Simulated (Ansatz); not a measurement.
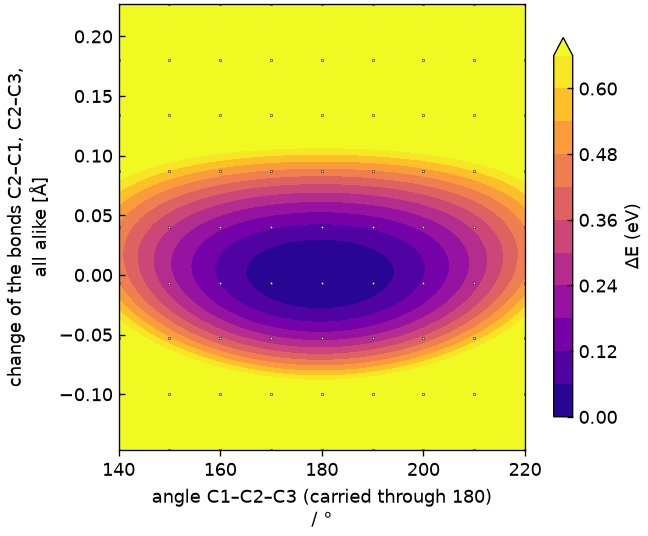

C3H6OSi, SMILES CC#CO[SiH3]. 
- First axis: angle C1–C2–C3 (carried through 180). Second axis: change of the bonds C2–C1, C2–C3, all alike.
- Nothing is relaxed (all other coordinates rigid).
- The scan uses a 9 × 9 grid.
- Points are written as (first, second).
- Energies: eV, counted from the relaxed molecule at the same level.
- Theory: RKS r2SCAN-D4/def2-SVP (Ansatz 0.2.0).

Drawn: filled contours, dots at the grid points, one colour for all values above the top of the scale. Between grid points the surface is interpolated.

Estimate the position of the minimum and the force constants in these coordinates.

Answer. The interpolated minimum is at the first coordinate ≈ 180°, the second coordinate ≈ 0.000 Å. The curvatures there are about 1.9 eV/rad² and 142 eV/Å², with a cross term of about 0 eV/(rad·Å). Round the minimum the two coordinates are nearly uncoupled.
